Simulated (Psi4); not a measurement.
**One shape, several levels: CH4BS (SMILES [BH]SC)**

We compute a comparison of 3 runs (UHF/3-21G, UB3LYP/6-31G*, UHSE06/def2-SVPD) of CH4BS. 

The calculation is run with Psi4 1.11.

## 1. The system as given

The species is CH4BS (7 atoms), meant as a doublet with charge 0. SMILES: `[BH]SC`. One bond was lengthened or shortened from a relaxed shape.

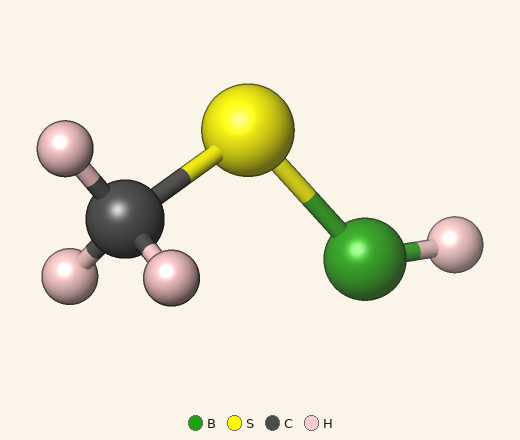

The structure, seen from a chosen angle (boron green, sulfur yellow, carbon dark grey, hydrogen pink).

## 2. Energy and gradient at UHF/3-21G (run 1)

Input file job.json:

```json
{
 "schema_name": "qcschema_input",
 "schema_version": 1,
 "molecule": {
  "schema_name": "qcschema_molecule",
  "schema_version": 2,
  "symbols": ["B", "S", "C", "H", "H", "H", "H"],
  "geometry": [-3.6247347, -0.53505328, -0.82389791, -0.53021936, -1.79877361, 0.74819926, 1.89046312, 0.70826935, 0.21510752, -5.58046896, -1.50616463, -0.92686909, 2.29898411, 0.82012224, -1.7898541, 1.17442699, 2.49538335, 0.91373927, 3.56421244, 0.14590575, 1.25343644],
  "molecular_charge": 0,
  "molecular_multiplicity": 2,
  "fix_symmetry": "c1",
  "fix_com": true,
  "fix_orientation": true
 },
 "driver": "gradient",
 "model": {
  "method": "scf",
  "basis": "3-21G"
 },
 "keywords": {
  "reference": "uhf",
  "puream": true,
  "e_convergence": 1e-09,
  "d_convergence": 1e-08,
  "scf_type": "pk",
  "maxiter": 200
 }
}
```

Launch:

```bash
$ psi4 --qcschema job.json -n 1 --memory 1600MB
```

stdout:

```text
[...]
  Running in c1 symmetry.
[...]
  Nuclear repulsion =   82.941326790618618
[...]
  Multiplicity = 2
[...]
  Nalpha       = 16
  Nbeta        = 15
[...]
    Number of basis functions: 39
[...]
   @UHF iter   1:  -459.98486434405794   -9.12213e-01   4.92859e-03 ADIIS/DIIS
[...]
   @UHF iter  15:  -460.02027526339475   -3.12639e-12   7.03441e-09 DIIS
[...]
   @S^2 Observed:                7.562308822E-01
[...]
  @UHF Final Energy:  -460.02027526339475
   => Energetics <=
    Nuclear Repulsion Energy =             82.9413267906186178
    One-Electron Energy =                -797.7590618218848704
    Two-Electron Energy =                 254.7974597678714872
    Total Energy =                       -460.0202752633947512
  UHF NO Occupations:
  HONO-2 :   14  A 1.9991779
  HONO-1 :   15  A 1.9983010
[...]
  -Total Gradient:
     Atom            X                  Y                   Z
    ------   -----------------  -----------------  -----------------
       1       -0.049834483933    -0.001615270416    -0.014413252541
       2        0.045071271359     0.001040071446     0.012803555390
       3       -0.004859855813    -0.012454923881     0.006181011448
       4        0.008893853615     0.011041062118    -0.002738918982
       5       -0.000298122036    -0.000951834560    -0.005435023136
       6       -0.003572069704     0.003419139953     0.001775780019
       7        0.004599406512    -0.000478244652     0.001826847807
[...]
```

The result, in JSON:

```text
{
 "driver": "gradient",
 "model": {
  "method": "scf",
  "basis": "3-21G"
 },
 "success": true,
 "return_result": [-0.04983448393262538, -0.0016152704157413877, -0.014413252541274964, 0.04507127135916597, 0.0010400714464869204, 0.0128035553900743, -0.004859855812982233, -0.012454923881402208, 0.006181011448103912, 0.00889385361496614, 0.011041062118333653, -0.0027389189819830816, -0.0002981220360975534, -0.0009518345602031082, -0.005435023136123429, -0.0035720697035977605, 0.0034191399534896083, 0.0017757800193978907, 0.004599406511629572, -0.00047824465185229703, 0.0018268478070747884],
 "properties": {
  "calcinfo_nbasis": 39,
  "calcinfo_nmo": 39,
  "calcinfo_nalpha": 16,
  "calcinfo_nbeta": 15,
  "calcinfo_natom": 7,
  "nuclear_repulsion_energy": 82.94132679061862,
  "return_energy": -460.02027526339475,
  "return_gradient": [-0.04983448393262538, -0.0016152704157413877, -0.014413252541274964, 0.04507127135916597, 0.0010400714464869204, 0.0128035553900743, -0.004859855812982233, -0.012454923881402208, 0.006181011448103912, 0.00889385361496614, 0.011041062118333653, -0.0027389189819830816, -0.0002981220360975534, -0.0009518345602031082, -0.005435023136123429, -0.0035720697035977605, 0.0034191399534896083, 0.0017757800193978907, 0.004599406511629572, -0.00047824465185229703, 0.0018268478070747884],
  "scf_one_electron_energy": -797.7590618218849,
  "scf_two_electron_energy": 254.7974597678715,
  "scf_dipole_moment": [0.11503052075180697, 0.5914572112482723, -0.26441507252922314],
  "scf_total_energy": -460.02027526339475,
  "scf_total_gradient": [-0.04983448393262538, -0.0016152704157413877, -0.014413252541274964, 0.04507127135916597, 0.0010400714464869204, 0.0128035553900743, -0.004859855812982233, -0.012454923881402208, 0.006181011448103912, 0.00889385361496614, 0.011041062118333653, -0.0027389189819830816, -0.0002981220360975534, -0.0009518345602031082, -0.005435023136123429, -0.0035720697035977605, 0.0034191399534896083, 0.0017757800193978907, 0.004599406511629572, -0.00047824465185229703, 0.0018268478070747884],
  "scf_iterations": 15
 }
}
```

It took 1.6 s on 1 thread of Intel Xeon 6975P-C (Granite Rapids), shared host; peak memory 0.18 GiB.

## 3. Energy and forces at UB3LYP/6-31G(d) (Cartesian functions) (run 2)

Input file input.json:

```json
{
  "schema_name": "qcschema_input",
  "schema_version": 1,
  "molecule": {
    "schema_name": "qcschema_molecule",
    "schema_version": 2,
    "symbols": ["B", "S", "C", "H", "H", "H", "H"],
    "geometry": [-3.6247347, -0.53505328, -0.82389791, -0.53021936, -1.79877361, 0.74819926, 1.89046312, 0.70826935, 0.21510752, -5.58046896, -1.50616463, -0.92686909, 2.29898411, 0.82012224, -1.7898541, 1.17442699, 2.49538335, 0.91373927, 3.56421244, 0.14590575, 1.25343644],
    "molecular_charge": 0,
    "molecular_multiplicity": 2,
    "fix_symmetry": "c1"
  },
  "driver": "gradient",
  "model": {
    "method": "b3lyp",
    "basis": "6-31G*"
  },
  "keywords": {
    "reference": "uks",
    "puream": false,
    "e_convergence": 1e-09,
    "d_convergence": 1e-08,
    "scf_type": "pk",
    "dft_radial_points": 99,
    "dft_spherical_points": 590,
    "maxiter": 200,
    "scf_properties": ["DIPOLE", "LOWDIN_CHARGES", "WIBERG_LOWDIN_INDICES"]
  }
}
```

Launch:

```bash
$ psi4 --qcschema input.json -n 1 --memory 1600MB
```

stdout:

```text
[...]
  Running in c1 symmetry.
[...]
  Nuclear repulsion =   82.941326790618618
[...]
  Multiplicity = 2
[...]
  Nalpha       = 16
  Nbeta        = 15
[...]
    Number of basis functions: 57
[...]
   @UKS iter   1:  -463.34501308464309   -5.29119e-01   8.78001e-03 ADIIS/DIIS
[...]
   @UKS iter  13:  -463.48232612318401   -1.42109e-12   4.42537e-09 DIIS
[...]
   @S^2 Observed:                7.535019512E-01
[...]
  @UKS Final Energy:  -463.48232612318401
   => Energetics <=
    Nuclear Repulsion Energy =             82.9413267906186178
    One-Electron Energy =                -800.9549739450999368
    Two-Electron Energy =                 284.0335505753408256
    DFT Exchange-Correlation Energy =     -29.5022295440435158
    Empirical Dispersion Energy =           0.0000000000000000
    VV10 Nonlocal Energy =                  0.0000000000000000
    Total Energy =                       -463.4823261231840092
[...]
  -Total Gradient:
     Atom            X                  Y                   Z
    ------   -----------------  -----------------  -----------------
       1       -0.067577760422     0.002598508542    -0.021895955156
       2        0.046062527997    -0.016273304474     0.021772704736
       3        0.014113568842     0.006047030048     0.002379268680
       4        0.013857250905     0.012317735591    -0.001896664182
       5       -0.002407262068    -0.001801915353     0.003743806086
       6       -0.000417693489    -0.004778991879    -0.001179791748
       7       -0.003629515970     0.001888477394    -0.002921955678
[...]
```

The result, in JSON:

```text
{
 "driver": "gradient",
 "model": {
  "method": "b3lyp",
  "basis": "6-31G*"
 },
 "success": true,
 "return_result": [-0.06757776042186792, 0.0025985085415218684, -0.021895955155858397, 0.04606252799687131, -0.016273304474225536, 0.021772704736000195, 0.014113568841574796, 0.00604703004755585, 0.002379268679822265, 0.013857250905457807, 0.01231773559103988, -0.0018966641823006686, -0.002407262067795471, -0.0018019153525612262, 0.0037438060858420996, -0.00041769348875525525, -0.004778991878710337, -0.0011797917476694952, -0.0036295159699278046, 0.0018884773944804062, -0.0029219556784604583],
 "properties": {
  "calcinfo_nbasis": 57,
  "calcinfo_nmo": 57,
  "calcinfo_nalpha": 16,
  "calcinfo_nbeta": 15,
  "calcinfo_natom": 7,
  "nuclear_repulsion_energy": 82.94132679061862,
  "return_energy": -463.482326123184,
  "return_gradient": [-0.06757776042186792, 0.0025985085415218684, -0.021895955155858397, 0.04606252799687131, -0.016273304474225536, 0.021772704736000195, 0.014113568841574796, 0.00604703004755585, 0.002379268679822265, 0.013857250905457807, 0.01231773559103988, -0.0018966641823006686, -0.002407262067795471, -0.0018019153525612262, 0.0037438060858420996, -0.00041769348875525525, -0.004778991878710337, -0.0011797917476694952, -0.0036295159699278046, 0.0018884773944804062, -0.0029219556784604583],
  "scf_one_electron_energy": -800.9549739450999,
  "scf_two_electron_energy": 284.0335505753408,
  "scf_xc_energy": -29.502229544043516,
  "scf_dipole_moment": [0.3197367298970404, 0.39768524765446145, -0.10641980725488887],
  "scf_total_energy": -463.482326123184,
  "scf_total_gradient": [-0.06757776042186792, 0.0025985085415218684, -0.021895955155858397, 0.04606252799687131, -0.016273304474225536, 0.021772704736000195, 0.014113568841574796, 0.00604703004755585, 0.002379268679822265, 0.013857250905457807, 0.01231773559103988, -0.0018966641823006686, -0.002407262067795471, -0.0018019153525612262, 0.0037438060858420996, -0.00041769348875525525, -0.004778991878710337, -0.0011797917476694952, -0.0036295159699278046, 0.0018884773944804062, -0.0029219556784604583],
  "scf_iterations": 13
 }
}
```

Run time: 14 s. Hardware: 1 thread of Intel Xeon 6975P-C (Granite Rapids), shared host; peak memory 0.8 GiB.

## 4. Energy and gradient at UHSE06/def2-SVPD (run 3)

Input file calc.in:

```
memory 1.6 GB

molecule mol {
  0 2
  B     -1.918127    -0.283138    -0.435988
  S     -0.280580    -0.951870     0.395930
  C      1.000390     0.374800     0.113830
  H     -2.953057    -0.797028    -0.490478
  H      1.216570     0.433990    -0.947150
  H      0.621480     1.320500     0.483530
  H      1.886100     0.077210     0.663290
  symmetry c1
  no_reorient
  no_com
}

set {
  basis def2-SVPD
  reference uks
  puream true
  e_convergence 1e-09
  d_convergence 1e-08
  scf_type pk
  dft_radial_points 99
  dft_spherical_points 590
  maxiter 200
}

energy_value, wavefunction = gradient("hse06", return_wfn=True)
oeprop(wavefunction, "DIPOLE", "LOWDIN_CHARGES", "WIBERG_LOWDIN_INDICES")
print_variables()
```

Launch:

```bash
$ psi4 -n 1 calc.in calc.out
```

calc.out:

```text
[...]
  Running in c1 symmetry.
[...]
  Nuclear repulsion =   82.941326744877088
[...]
  Multiplicity = 2
[...]
  Nalpha       = 16
  Nbeta        = 15
[...]
    Number of basis functions: 99
[...]
   @UKS iter   1:  -462.95160550012423   -4.44640e-01   5.29090e-03 DIIS/ADIIS
[...]
   @UKS iter  13:  -463.10741380502776   -5.11591e-12   4.47454e-09 DIIS
[...]
   @S^2 Observed:                7.554975514E-01
[...]
  @UKS Final Energy:  -463.10741380502776
   => Energetics <=
    Nuclear Repulsion Energy =             82.9413267448770881
    One-Electron Energy =                -800.4471373438207138
    Two-Electron Energy =                 282.3472982139892338
    DFT Exchange-Correlation Energy =     -27.9489014200733337
    Empirical Dispersion Energy =           0.0000000000000000
    VV10 Nonlocal Energy =                  0.0000000000000000
    Total Energy =                       -463.1074138050277611
[...]
  -Total Gradient:
     Atom            X                  Y                   Z
    ------   -----------------  -----------------  -----------------
       1       -0.076542864971     0.002325288331    -0.024421504828
       2        0.043823314095    -0.024140056923     0.025095729740
       3        0.020563730263     0.012906914647     0.000854706686
       4        0.019229446040     0.014341567307    -0.001321063267
       5       -0.002494366853    -0.001295475646     0.007233178413
       6        0.001522895895    -0.007368192707    -0.002652939495
       7       -0.006098424463     0.003231246740    -0.004788165477
[...]
```

Run time: 44 s. Hardware: 1 thread of Intel Xeon 6975P-C (Granite Rapids), shared host; peak memory 0.84 GiB.

## 5. Overview of the runs

```
run                                level  Cartesian functions         integration grid  energy (Eh)  dipole moment (D)  HOMO energy (eV)  LUMO energy (eV)  wall time
  1                            UHF/3-21G                   no                        –  -460.020275               1.67             -9.24              1.70      1.6 s
  2  UB3LYP/6-31G* (Cartesian functions)                  yes  99 radial × 590 angular  -463.482326               1.32             -5.53             -1.72       14 s
  3                     UHSE06/def2-SVPD                   no  99 radial × 590 angular  -463.107414               1.26             -5.70             -2.26       44 s
```

## 6. Outcome

| quantity | value |
| --- | --- |
| run 3: total energy | -463.10741 Eh |
| run 3: dipole moment | 1.26 D |
| run 3: HOMO energy (highest over α and β) | -5.70 eV |
| run 3: LUMO energy (lowest over α and β) | -2.26 eV |
| run 3: ⟨S²⟩ | 0.755 |
| run 3: largest force on an atom | 4.133 eV/Å |

The dipole moment (its size) runs from 1.26 D (UHSE06/def2-SVPD) to 1.67 D (UHF/3-21G). The two ends differ in method and basis. Totals of different functionals can't be ranked against each other. All runs together took 59 s, the longest 44 s.
